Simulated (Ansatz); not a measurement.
# HF/STO-3G run of BrF (bromine fluoride)

What is the electronic atomisation energy of BrF (bromine fluoride) at HF/STO-3G? 

The calculation is run with Ansatz 0.2.0.

44 further runs of the same task are left out: 6 that didn't finish, 38 set aside as unsound or not needed.

## Step 1: The structure to begin with

BrF has 2 atoms, charge 0, and is taken as a singlet. As SMILES, `FBr`. The coordinates come from a PBE0-D4/def2-TZVP relaxation.

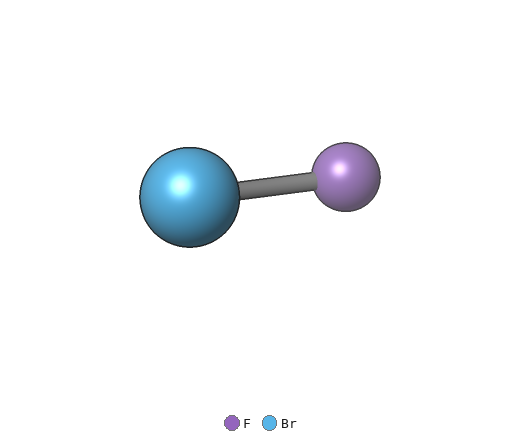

The structure, seen from a chosen angle (fluorine purple, bromine blue).

## Step 2: The energy at HF/STO-3G

job.yaml

```yaml
crystal:
  periodic: [false, false, false]
  atoms:
    - {symbol: F, position_ang: [-0.000000, -0.000000, 0.023210]}
    - {symbol: Br, position_ang: [0.000000, 0.000000, 1.776730]}
basis:
  gaussian:
    orbitals: STO-3G
hamiltonian:
  xc: hf
accuracy: high
```

Command:

```
$ ansatz run job.yaml --threads 1 --pin off --max-ram 3480MiB --events-out events.jsonl --progress --plain --runs-dir runs
```

Log:

```text
Warning: RAYON_NUM_THREADS=1 ignored (pool sized by the plan → 1); use --threads N
Functional definition: HF
  name "HF"
  exchange = exact_x
  correlation = 0
296 factors; integrals over basis functions are off by at most 8.4e-9 eV
mean field evaluation 1: about -71909.2889 eV, gradient 8.7e0 eV
mean field evaluation 2: about -71909.3694 eV, gradient 8.8e0 eV
mean field evaluation 4: about -71909.7864 eV, gradient 2.4e-1 eV
mean field evaluation 8: about -71909.7860 eV, gradient 1.3e-5 eV
mean field -71909.78596323 eV, -2642.6358919451 hartree, gradient 1.6e-8 eV, S^2 0.000000; 0 other end points of the search recorded, 0 dependent functions left out
reference -71909.78596323 eV, -2642.6358919451 hartree; 22, 22 occupied and 1, 1 virtual orbitals, 296 factors
Total energy: -71909.78596323 eV, -2642.6358919451 hartree
```

Wall time 0.1 s (1 thread of Intel Xeon 6975P-C (Granite Rapids), shared host).

## Step 3: The Br atom, same level

job.yaml

```yaml
crystal:
  periodic: [false, false, false]
  atoms:
    - {symbol: Br, position_ang: [0.000000, 0.000000, 0.000000]}
basis:
  gaussian: {orbitals: STO-3G}
magnetization: {spin_polarized: true, initial_magnetization: 1}
accuracy: high
hamiltonian: {xc: hf}
```

Run the same way, it converges to -2544.63678 Eh (log not shown).

## Step 4: The F atom, same level

molecule.yaml

```yaml
basis:
  gaussian:
    orbitals: STO-3G
crystal:
  periodic: [false, false, false]
  atoms:
    - symbol: F
      position_ang: [0.000000, 0.000000, 0.000000]
magnetization:
  spin_polarized: true
  initial_magnetization: 1
accuracy: high
hamiltonian:
  xc: hf
```

Run the same way, it converges to -97.98651 Eh (log not shown).

## Step 5: Results

Level: HF/STO-3G.

| quantity | value |
| --- | --- |
| molecule: total energy | -2642.63589 Eh |
| Br atom: total energy | -2544.63678 Eh |
| Br atom: ⟨S²⟩ | 0.750 |
| F atom: total energy | -97.98651 Eh |
| F atom: ⟨S²⟩ | 0.750 |
| electronic atomisation energy | 0.343 eV |

In words: Taking the molecule apart into free atoms costs 0.34 eV (33.1 kJ/mol), before zero-point energy and without spin-orbit coupling. Hartree–Fock lacks the correlation of the bonding pairs, which as a rule makes this value much too low; in minimal bases other errors can mask that. In a minimal basis such a difference can be off by several eV, whatever the method.
